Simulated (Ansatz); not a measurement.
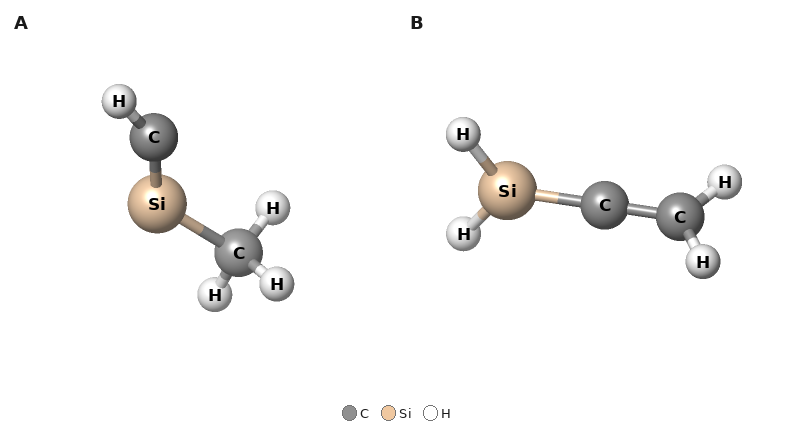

2 stationary structures of one formula. Geometries: PBE-D4/def2-SVP. Electronic energies: PBE-D4/def2-SVP (Ansatz 0.2.0), without zero-point energy. No frequency run is at hand to confirm each as a minimum. Each is one conformer, not always the lowest.

Which structure is the most stable?

B is lowest (C2v); A lies 0.916 eV above it (Cs).
